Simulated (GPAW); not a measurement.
**A GW chain in GPAW: LiH (Fm-3m)**

Aim: the G0W0 gap of LiH (Fm-3m) on PBE, step by step.

Calculated with GPAW 26.7.0; PBE and many-body steps on it, plane waves.

The database entry behind the starting cell differs from later determinations by our own check (the deuteride, about 0.2 % short), so it need not match the best structure at ambient conditions.

## Step 1: The structure

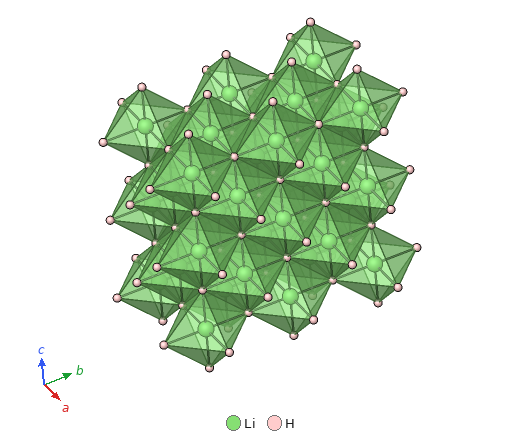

Start, viewed from a free direction; lithium green, hydrogen pink. 1×2×2 cells are drawn. This picture shows the conventional cell, with its axes. Some periodic images of atoms are drawn too.

Coordinates:

```cif
data_structure
_symmetry_space_group_name_H-M 'Fm-3m'
_symmetry_Int_Tables_number 225
_cell_length_a 4.0735
_cell_length_b 4.0735
_cell_length_c 4.0735
_cell_angle_alpha 90.000
_cell_angle_beta 90.000
_cell_angle_gamma 90.000
_cell_volume 67.59
loop_
_atom_site_label
_atom_site_type_symbol
_atom_site_symmetry_multiplicity
_atom_site_Wyckoff_symbol
_atom_site_fract_x
_atom_site_fract_y
_atom_site_fract_z
_atom_site_occupancy
Li1 Li 4 a 0.00000 0.00000 0.00000 1
H1 H 4 b 0.50000 0.00000 0.00000 1
```

The cell and positions come from the Crystallography Open Database and are kept as given unless a step says otherwise.

## Step 2: Ground state

This step: GPAW 26.7.0; DFT, PBE, plane waves, PAW.

The ground-state density comes first.

run.py reads:

```python
import json
import numpy as np
from gpaw.mpi import world
from ase import Atoms
from gpaw import GPAW, PW, FermiDirac

atoms = Atoms(['Li', 'H'],
    cell=[[0.0000000000, 2.0367500000, 2.0367500000],
      [2.0367500000, 0.0000000000, 2.0367500000],
      [2.0367500000, 2.0367500000, 0.0000000000]],
    scaled_positions=[[0.0000000000, 0.0000000000, 0.0000000000],
      [0.5000000000, 0.5000000000, 0.5000000000]],
    pbc=(True, True, True))
calc = GPAW(mode=PW(600),
    xc='PBE',
    kpts={'size': (10, 10, 10), 'gamma': True},
    occupations=FermiDirac(0.001),
    nbands=-7,
    convergence={'density': 1e-6, 'bands': -3},
    maxiter=100,
    txt='gs.txt')
atoms.calc = calc
res = {'energy': atoms.get_potential_energy()}
kpts = calc.get_ibz_k_points()
res['kpts'] = kpts
res['eigenvalues'] = [calc.get_eigenvalues(kpt=k) for k in range(len(kpts))]
res['n_electrons'] = calc.get_number_of_electrons()
calc.write('gs.gpw')

if world.rank == 0:
    with open('result.json', 'w') as f:
        json.dump(res, f, default=lambda x: x.tolist())
```

Started as:

```console
$ mpirun -n 4 gpaw python run.py
```

Output:

```text
__  _  _
 | _ |_)|_||  |
 |__||  | ||/\| - 26.7.0

Input parameters:
  mode=PW(ecut=600.0),
  convergence={'density': 1e-06, 'bands': -3},
  kpts=MonkhorstPack(size=(10, 10, 10), gamma=True),
  maxiter=100,
  nbands=-7,
  occupations=Occupations(name='fermi-dirac', width=0.001, fixmagmom=False),
  xc=XC(name='PBE')
  [... matrices ...]
Diagonalizing LCAO Hamiltonian
Converting LCAO to pw mode

              H

       Li

Atoms  # Å, Bohr magnetons
|   | symbol |        x |        y |        z |    initial magnetic moments |
| 0 |     Li | 0.000000 | 0.000000 | 0.000000 | ( 0.0000,  0.0000,  0.0000) |
| 1 |      H | 2.036750 | 2.036750 | 2.036750 | ( 0.0000,  0.0000,  0.0000) |

Unit cell  # Å
| periodic |        x |        y |        z |  lengths |    angles |
|      yes | 0.000000 | 2.036750 | 2.036750 | 2.880399 | 60.000000 |
|      yes | 2.036750 | 0.000000 | 2.036750 | 2.880399 | 60.000000 |
|      yes | 2.036750 | 2.036750 | 0.000000 | 2.880399 | 60.000000 |

Number of symmetries: 48
Symmetry operations  # r_c * U_cc + t_c -> r_c
|    | kind |            matrix            |
|  0 |  σ   |  1, 0, 0,  1, 0,-1,  1,-1, 0 |
|  1 |  C2  |  1, 0, 0,  1,-1, 0,  1, 0,-1 |
|  2 |  E   |  1, 0, 0,  0, 1, 0,  0, 0, 1 |
|  3 |  σ   |  1, 0, 0,  0, 0, 1,  0, 1, 0 |
|  4 |  C4  |  1, 0,-1,  1, 0, 0,  1,-1, 0 |
|  5 |  S6  |  1, 0,-1,  1,-1, 0,  1, 0, 0 |
|  6 |  σ   |  1, 0,-1,  0, 1,-1,  0, 0,-1 |
|  7 |  C3  |  1, 0,-1,  0, 0,-1,  0, 1,-1 |
|  8 |  S6  |  1,-1, 0,  1, 0, 0,  1, 0,-1 |
|  9 |  C4  |  1,-1, 0,  1, 0,-1,  1, 0, 0 |
| 10 |  C3  |  1,-1, 0,  0,-1, 1,  0,-1, 0 |
| 11 |  σ   |  1,-1, 0,  0,-1, 0,  0,-1, 1 |
| 12 |  σ   |  0, 1, 0,  1, 0, 0,  0, 0, 1 |
| 13 |  C4  |  0, 1, 0,  0, 1,-1, -1, 1, 0 |
| 14 |  C3  |  0, 1, 0,  0, 0, 1,  1, 0, 0 |
| 15 |  S6  |  0, 1, 0, -1, 1, 0,  0, 1,-1 |
| 16 |  C2  |  0, 1,-1,  1, 0,-1,  0, 0,-1 |
| 17 |  σ   |  0, 1,-1,  0, 1, 0, -1, 1, 0 |
| 18 |  S4  |  0, 1,-1,  0, 0,-1,  1, 0,-1 |
| 19 |  C4  |  0, 1,-1, -1, 1, 0,  0, 1, 0 |
| 20 |  C3  |  0, 0, 1,  1, 0, 0,  0, 1, 0 |
| 21 |  σ   |  0, 0, 1,  0, 1, 0,  1, 0, 0 |
| 22 |  S6  |  0, 0, 1,  0,-1, 1, -1, 0, 1 |
| 23 |  C4  |  0, 0, 1, -1, 0, 1,  0,-1, 1 |
| 24 |  S4  |  0, 0,-1,  1, 0,-1,  0, 1,-1 |
| 25 |  C3  |  0, 0,-1,  0, 1,-1,  1, 0,-1 |
| 26 |  C2  |  0, 0,-1,  0,-1, 0, -1, 0, 0 |
| 27 |  S6  |  0, 0,-1, -1, 0, 0,  0,-1, 0 |
| 28 |  S4  |  0,-1, 1,  1,-1, 0,  0,-1, 0 |
| 29 |  C4  |  0,-1, 1,  0, 0, 1, -1, 0, 1 |
| 30 |  C2  |  0,-1, 1,  0,-1, 0,  1,-1, 0 |
| 31 |  σ   |  0,-1, 1, -1, 0, 1,  0, 0, 1 |
| 32 |  C3  |  0,-1, 0,  1,-1, 0,  0,-1, 1 |
| 33 |  S6  |  0,-1, 0,  0, 0,-1, -1, 0, 0 |
| 34 |  S4  |  0,-1, 0,  0,-1, 1,  1,-1, 0 |
| 35 |  C2  |  0,-1, 0, -1, 0, 0,  0, 0,-1 |
| 36 |  C2  | -1, 1, 0,  0, 1, 0,  0, 1,-1 |
| 37 |  S6  | -1, 1, 0,  0, 1,-1,  0, 1, 0 |
| 38 |  S4  | -1, 1, 0, -1, 0, 1, -1, 0, 0 |
| 39 |  C3  | -1, 1, 0, -1, 0, 0, -1, 0, 1 |
| 40 |  S6  | -1, 0, 1,  0, 0, 1,  0,-1, 1 |
| 41 |  C2  | -1, 0, 1,  0,-1, 1,  0, 0, 1 |
| 42 |  C3  | -1, 0, 1, -1, 1, 0, -1, 0, 0 |
| 43 |  S4  | -1, 0, 1, -1, 0, 0, -1, 1, 0 |
| 44 |  C2  | -1, 0, 0,  0, 0,-1,  0,-1, 0 |
| 45 |  i   | -1, 0, 0,  0,-1, 0,  0, 0,-1 |
| 46 |  σ   | -1, 0, 0, -1, 1, 0, -1, 0, 1 |
| 47 |  C2  | -1, 0, 0, -1, 0, 1, -1, 1, 0 |

BZ-sampling:
  Number of BZ points: 1000
  Number of IBZ points: 47

  Monkhorst-Pack size: [10, 10, 10]
  Monkhorst-Pack shift: [0.05, 0.05, 0.05]

K-points  # in reciprocal-cell coordinates
|     |                                coordinates |     weight |
|   0 | (  0.00000000,   0.00000000,   0.00000000) | 0.00100000 |
|   1 | (  0.10000000,   0.10000000,   0.00000000) | 0.00600000 |
|   2 | (  0.10000000,   0.10000000,   0.10000000) | 0.00800000 |
|   3 | (  0.20000000,   0.10000000,   0.10000000) | 0.01200000 |
|   4 | (  0.20000000,   0.20000000,   0.00000000) | 0.00600000 |
|   5 | (  0.20000000,   0.20000000,   0.10000000) | 0.02400000 |
|   6 | (  0.20000000,   0.20000000,   0.20000000) | 0.00800000 |
|   7 | (  0.30000000,   0.20000000,   0.10000000) | 0.02400000 |
|   8 | (  0.30000000,   0.20000000,   0.20000000) | 0.02400000 |
|   9 | (  0.30000000,   0.30000000,   0.00000000) | 0.00600000 |
| ... |                                            |            |
|  46 | (  0.50000000,   0.50000000,   0.50000000) | 0.00400000 |

Plane wave coefficients: 588
Cutoff: 600.0 eV

Spin-components: 1 (collinear spins)
Bands:           8
Projectors:      6
Spin-degeneracy: 2
Datatype:        complex128

  Storage: CPU
  Wave functions: 3_230_592 bytes (807_648 per core)
  Projectors: 4_845_888 bytes (1_211_472 per core)
  [... matrices ...]
Parallelization:
  kpt:    4
  domain: 1
  band:   1

Density:
  Valence electrons: 2.0
  Components: 1
  Grid points: [18 18 18]
  Charge: 0.0  # |e|

Potential:
  Grid points: [18 18 18]

species:
  Li:
    name:    Lithium
    Z:       3.0
    valence: 1
    core:    2
    charge:  0.0  # [|e|]
    compensation charges:
      type: gauss
      rc: 0.33  # [Å]
      lmax: 2
    cutoffs:
      filter: 1.91  # [Å]
      core: 2.55  # [Å]
    projectors
    | kind |    occ | energy [eV] | rcut [Å] |
    |   2s |  1.000 |      -2.874 |    1.058 |
    |   2p |  0.000 |      -1.090 |    1.058 |
    |    s |        |      24.337 |    1.058 |

    Using partial waves for Li as LCAO basis

  H:
    name:    Hydrogen
    Z:       1.0
    valence: 1
    core:    0
    charge:  0.0  # [|e|]
    compensation charges:
      type: gauss
      rc: 0.15  # [Å]
      lmax: 2
    cutoffs:
      filter: 0.85  # [Å]
      core: 0.53  # [Å]
    projectors
    | kind |    occ | energy [eV] | rcut [Å] |
    |   1s |  1.000 |      -6.494 |    0.476 |
    |    s |        |      20.717 |    0.476 |
    |    p |        |       0.000 |    0.476 |

    Using partial waves for H as LCAO basis

Reference energy: -215.277982  # eV

eigensolver:
  PPCG
  Converge bands: -3
  niter=2

density mixing:
  MSR1-Mixer
  Pratt-step length: 0.05
  Maximum mixing coefficient: 0.75
  Old densities: 10
  SVD Regularization: 0.005
  Good broyden scale: 1.0
  Trust region scale: 1.0
  Backstep threshold: 4.0
  History deletion threshold: 6.0
  Fourier metric: weight=20.0, sigma=0.015

occupation numbers:
  Fermi-Dirac:
    width: 0.0010  # eV

poisson solver:
  ecut: 4800.0  # eV

xc functional:
  name: PBE with 2 nearest neighbor stencil

Initialization done in: 0.837 s

convergence criteria:
- Maximum integral of absolute [dens]ity change: 1e-06 electrons / valence electron
- Maximum [total energy] change in last 3 cyles: 0.0005 eV / valence electron
- Maximum integral of absolute [eigenst]ate change: 4e-08 eV^2 / valence electron
maximum number of iterations: 100

SCF iterations
|iter     |     time |      energy | eigst |  dens |
|iter:   1|  |   -6.292563 | +2.44 |       |
|iter:   2|  |   -6.267441 | +0.41 | -0.56 |
|iter:   3|  |   -6.105923 | -1.83 | -0.59 |
|iter:   4|  |   -6.102039 | -2.71 | -1.26 |
|iter:   5|  |   -6.102305 | -3.33 | -1.96 |
|iter:   6|  |   -6.102324c| -4.74 | -2.66 |
|iter:   7|  |   -6.102324c| -6.20 | -4.14 |
|iter:   8|  |   -6.102323c| -6.40 | -4.48 |
|iter:   9|  |   -6.102323c| -7.45c| -5.22 |
|iter:  10|  |   -6.102323c| -7.83c| -5.75 |
|iter:  11|  |   -6.102323c| -9.38c| -6.94c|

Converged in 11 steps
SCF loop duration: 1.270 s (0.115 s/step)
Energy contributions relative to reference atoms: (reference = -215.277982)
  [... matrices ...]
Energy contributions:
  Kinetic:           5.329029
  Coulomb:          -5.630523
  Zero:             -0.010760
  External:          0.000000
  Xc:               -5.790070
  Entropy:          -0.000000
  Spinorbit:         0.000000
  ----------------------------
  Free energy:      -6.102323
  Extrapolated:     -6.102323

dipole moment: (-2.336719, -2.336719, -2.336719)  # |e|*Ang

Fermi level: 0.519
Eigenvalues  # (at kpt = [0.000, 0.000, 0.000])
| band index |      eig [eV] | occ [0-2] |
|          0 |        -5.649 |     2.000 |
|          1 |        15.084 |     0.000 |
|          2 |        17.137 |     0.000 |
|          3 |        17.137 |     0.000 |
|          4 |        17.137 |     0.000 |
|          5 |        21.859 |     0.000 |
|          6 |        21.859 |     0.000 |
|          7 |        21.859 |     0.000 |

Gap: 2.999 eV
Transition (v -> c):
  (s=0, k=41, n=0, [0.50, 0.50, 0.00]) -> (s=0, k=41, n=1, [0.50, 0.50, 0.00])
No difference between direct/indirect transitions
# Writing to gs.gpw (mode='')
  [... matrices ...]
```

Run time: 3.5 s. Hardware: 4 MPI ranks of Arm Neoverse V2, shared host; peak memory 0.55 GiB.

This step gave:

```yaml
total_energy: -6.102 eV
gap: 2.999 eV
k_of_the_valence_top: 0.5, 0.5, 0
k_of_the_conduction_bottom: 0.5, 0.5, 0
least_direct_gap: 2.999 eV
```

The gap is direct, at (0.500, 0.500, 0.000).

## Step 3: Bands along the symmetry lines

The cheap functional maps the bands first; the places of the edges decide which points the dearer methods must see.

run.py reads:

```python
import json
import numpy as np
from gpaw.mpi import world
from gpaw import GPAW

path = [[0.000000, 0.000000, 0.000000],
    [0.062500, 0.000000, 0.062500],
    [0.125000, 0.000000, 0.125000],
    [0.187500, 0.000000, 0.187500],
    [0.250000, 0.000000, 0.250000],
    [0.312500, 0.000000, 0.312500],
    [0.375000, 0.000000, 0.375000],
    [0.437500, 0.000000, 0.437500],
    [0.500000, 0.000000, 0.500000],
    [0.515625, 0.031250, 0.515625],
    [0.531250, 0.062500, 0.531250],
    [0.546875, 0.093750, 0.546875],
    [0.562500, 0.125000, 0.562500],
    [0.578125, 0.156250, 0.578125],
    [0.593750, 0.187500, 0.593750],
    [0.609375, 0.218750, 0.609375],
    [0.625000, 0.250000, 0.625000],
    [0.375000, 0.375000, 0.750000],
    [0.328125, 0.328125, 0.656250],
    [0.281250, 0.281250, 0.562500],
    [0.234375, 0.234375, 0.468750],
    [0.187500, 0.187500, 0.375000],
    [0.140625, 0.140625, 0.281250],
    [0.093750, 0.093750, 0.187500],
    [0.046875, 0.046875, 0.093750],
    [0.000000, 0.000000, 0.000000],
    [0.062500, 0.062500, 0.062500],
    [0.125000, 0.125000, 0.125000],
    [0.187500, 0.187500, 0.187500],
    [0.250000, 0.250000, 0.250000],
    [0.312500, 0.312500, 0.312500],
    [0.375000, 0.375000, 0.375000],
    [0.437500, 0.437500, 0.437500],
    [0.500000, 0.500000, 0.500000],
    [0.500000, 0.468750, 0.531250],
    [0.500000, 0.437500, 0.562500],
    [0.500000, 0.406250, 0.593750],
    [0.500000, 0.375000, 0.625000],
    [0.500000, 0.343750, 0.656250],
    [0.500000, 0.312500, 0.687500],
    [0.500000, 0.281250, 0.718750],
    [0.500000, 0.250000, 0.750000],
    [0.500000, 0.218750, 0.718750],
    [0.500000, 0.187500, 0.687500],
    [0.500000, 0.156250, 0.656250],
    [0.500000, 0.125000, 0.625000],
    [0.500000, 0.093750, 0.593750],
    [0.500000, 0.062500, 0.562500],
    [0.500000, 0.031250, 0.531250],
    [0.500000, 0.000000, 0.500000]]
calc = GPAW('gs.gpw').fixed_density(kpts=path,
    symmetry='off',
    nbands=11,
    convergence={'bands': 7},
    txt='bands.txt')
res = {}
kpts = calc.get_ibz_k_points()
res['kpts'] = kpts
res['eigenvalues'] = [calc.get_eigenvalues(kpt=k) for k in range(len(kpts))]
res['n_electrons'] = calc.get_number_of_electrons()

if world.rank == 0:
    with open('result.json', 'w') as f:
        json.dump(res, f, default=lambda x: x.tolist())
```

Started as:

```console
$ mpirun -n 4 gpaw python run.py
```

Output:

```text
Diagonalizing LCAO Hamiltonian
Converting LCAO to pw mode
convergence criteria:
- Maximum integral of absolute [eigenst]ate change: 4e-08 eV^2 / valence electron
maximum number of iterations: 100

SCF iterations
|iter     |     time |      energy | eigst |  dens |
|iter:   1|  |             | +3.14 |       |
|iter:   2|  |             | +1.30 |       |
|iter:   3|  |             | -1.72 |       |
[...]
|iter:   7|  |             | -6.71 |       |
|iter:   8|  |             | -7.23 |       |
|iter:   9|  |             | -7.82c|       |
SCF steps: 9
  __  _  _
 | _ |_)|_||  |
 |__||  | ||/\| - 26.7.0

Input parameters:
  mode=PW(ecut=600.0),
  convergence={'bands': 7},
  gpts=array([18, 18, 18]),
  kpts=KPoints(kpts=array([[0.      , 0.      , 0.      ],
         [0.0625  , 0.      , 0.0625  ],
         [0.125   , 0.      , 0.125   ],
         [0.1875  , 0.      , 0.1875  ],
[...]
[0.515625, 0.03125 , 0.515625],
[...]
[0.546875, 0.09375 , 0.546875],
[...]
[0.578125, 0.15625 , 0.578125],
[...]
[0.609375, 0.21875 , 0.609375],
[...]
[0.328125, 0.328125, 0.65625 ],
[...]
[0.234375, 0.234375, 0.46875 ],
[...]
[0.140625, 0.140625, 0.28125 ],
[...]
[0.046875, 0.046875, 0.09375 ],
[...]
[0.5     , 0.0625  , 0.5625  ],
         [0.5     , 0.03125 , 0.53125 ],
         [0.5     , 0.      , 0.5     ]])),
  maxiter=100,
  nbands=11,
  occupations=Occupations(name='fermi-dirac', width=0.001, fixmagmom=False),
  parallel={},
  symmetry=Symmetry(point_group=False, time_reversal=False),
  xc=XC(name='PBE')
  [... matrices ...]
timing:  # [seconds]
  Total: 0.020  # ━━━━━━━━━━━━━━━━━━━━━━━━━━━━━━━━━━━━━━━━━━━━━━━━━━━━━━━━━━━
```

Run time: 3.3 s. Hardware: 4 MPI ranks; peak memory 0.55 GiB; 13 s of CPU time.

This step gave:

```
gap                        : 2.999 eV
k of the valence top       : 0.5, 0, 0.5
k of the conduction bottom : 0.5, 0, 0.5
least direct gap           : 2.999 eV
```

The gap is 2.999 eV, as in the run before at this level.

Electronic bands along the path, in eV, zero at the top of the highest filled band; v1 is the highest filled band, c1 the lowest empty one:

| point | v1 | c1 | c2 | c3 | c4 |
| --- | --- | --- | --- | --- | --- |
| Γ | -5.28 | 15.45 | 17.51 | 17.51 | 17.51 |
| X | 0.00 | 3.00 | 10.59 | 10.59 | 13.78 |
| U | -0.48 | 4.11 | 7.41 | 11.70 | 15.69 |
| jump to K | -0.48 | 4.11 | 7.41 | 11.70 | 15.69 |
| Γ | -5.28 | 15.45 | 17.51 | 17.51 | 17.51 |
| L | -2.51 | 4.80 | 13.25 | 16.15 | 16.15 |
| W | -0.21 | 5.22 | 5.22 | 11.40 | 17.20 |
| X | 0.00 | 3.00 | 10.59 | 10.59 | 13.78 |

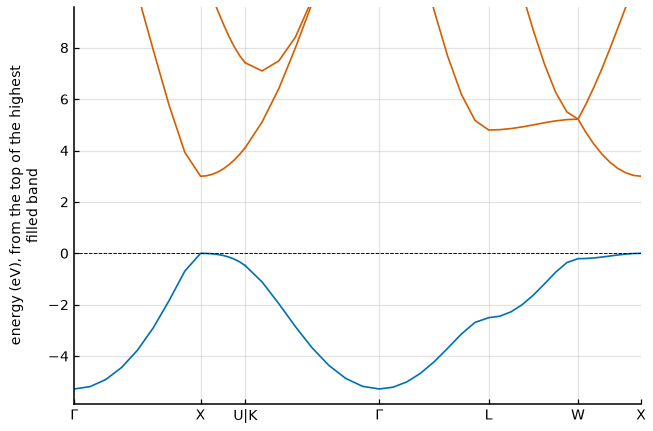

Electronic bands along the path; lines of filled and empty bands in two colours.

## Step 4: Empty states on the mesh, 8×8×8 mesh, 261 bands

The sums over transitions need many empty states on a uniform mesh; this step solves for them.

run.py reads:

```python
import json
import numpy as np
from gpaw.mpi import world
from gpaw import GPAW

calc = GPAW('gs.gpw').fixed_density(kpts={'size': (8, 8, 8), 'gamma': True},
    parallel={'domain': 1, 'band': 1},
    txt='nscf.txt')
calc.diagonalize_full_hamiltonian(nbands=261)
calc.write('full.gpw', mode='all')
res = {}
kpts = calc.get_ibz_k_points()
res['kpts'] = kpts
res['eigenvalues'] = [calc.get_eigenvalues(kpt=k) for k in range(len(kpts))]
res['n_electrons'] = calc.get_number_of_electrons()

if world.rank == 0:
    with open('result.json', 'w') as f:
        json.dump(res, f, default=lambda x: x.tolist())
```

Started as:

```console
$ mpirun -n 4 gpaw python run.py
```

Output:

```text
Diagonalizing LCAO Hamiltonian
Converting LCAO to pw mode
convergence criteria:
- Maximum integral of absolute [eigenst]ate change: 4e-08 eV^2 / valence electron
maximum number of iterations: 100

SCF iterations
|iter     |     time |      energy | eigst |  dens |
|iter:   1|  |             | +2.45 |       |
|iter:   2|  |             | +0.37 |       |
|iter:   3|  |             | -2.09 |       |
|iter:   4|  |             | -4.71 |       |
|iter:   5|  |             | -7.16 |       |
|iter:   6|  |             | -8.39c|       |
SCF steps: 6
  __  _  _
 | _ |_)|_||  |
 |__||  | ||/\| - 26.7.0

Input parameters:
  mode=PW(ecut=600.0),
  convergence={'density': 1e-06, 'bands': -3},
  gpts=array([18, 18, 18]),
  kpts=MonkhorstPack(size=(8, 8, 8), gamma=True),
  maxiter=100,
  nbands=8,
  occupations=Occupations(name='fermi-dirac', width=0.001, fixmagmom=False),
  parallel={'domain': 1, 'band': 1},
  xc=XC(name='PBE')
Matrix size: 570x570
# Writing to full.gpw (mode='all')
  [... matrices ...]

timing:  # [seconds]
  Total: 2.532  # ━━━━━━━━━━━━━━━━━━━━━━━━━━━━━━━━━━━━━━━━━━━━━━━━━━━━━━━━━━━
```

The job ended after 5.3 s (4 MPI ranks; peak memory 0.75 GiB; 21 s of CPU time).

Numbers from this step:

```
gap                                                           : 2.999 eV
k of the valence top                                          : 0.5, 0.5, 0
k of the conduction bottom                                    : 0.5, 0.5, 0
least direct gap                                              : 2.999 eV
k points computed                                             : 29
lowest point of the top converged band, above the valence top : 338.7529 eV
```

On this mesh the gap is 2.999 eV.

(Part 1 of 2 ends here.)

[Paths, hosts, dates, memory and timing lines, banners, echoed tables and standing remarks are left out of the program output.]

[Logs are printed without paths, hosts, clocks, repeated set-up lines and the standing remarks that a program may print on its own settings, such as how far it seeks lower states.]

[Runs of the session that timed out or met a known fault of the program may be left out.]

[Hosts, paths, dates, database ids (printed as entryN), source tags and the programs' standing remarks are cut or masked in the printed files.]
